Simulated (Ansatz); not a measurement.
Three curves of one kind of scan: energy against volume (even scaling of the relaxed cell, symmetry kept). Computed with PBE (plane waves to 420 eV, PAW, scalar-relativistic; Ansatz, an electronic-structure program). Each is measured from its own zero (the relaxed starting cell). 

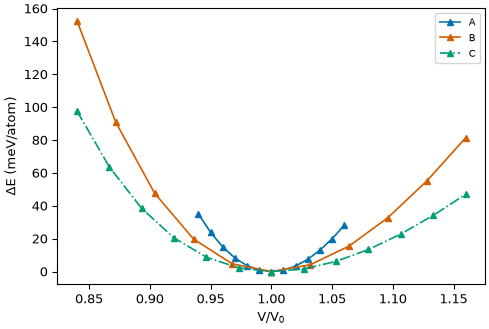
Curves A, B and C.

Task: Match the curves to these crystals:
- Tl (hcp, Mg type), a = b = 3.6083 Å, c = 5.5742 Å, α = β = 90.00°, γ = 120.00°
- MoSi$_{2}$ (MoSi2 type, space group I4/mmm), a = b = 3.2169 Å, c = 7.8730 Å, α = β = γ = 90.00°
- GaCuSe₂ (chalcopyrite), a = b = 5.672 Å, c = 11.263 Å, α = β = γ = 90.00°

Result: A is MoSi2; B is GaCuSe2; C is Tl.

All were relaxed with their symmetry unable to fall. At this level the bands of GaCuSe2 touch or barely overlap; measurements give the solid a gap. GaCuSe2 is run without spin polarisation. MoSi2 is run without spin polarisation. Spin-orbit coupling is left out. The relaxed volume of Tl is well above the measured one; the method has no dispersion term.

(A scan under strain: stresses follow from slopes of the energy per volume, elastic moduli from its curvatures.)
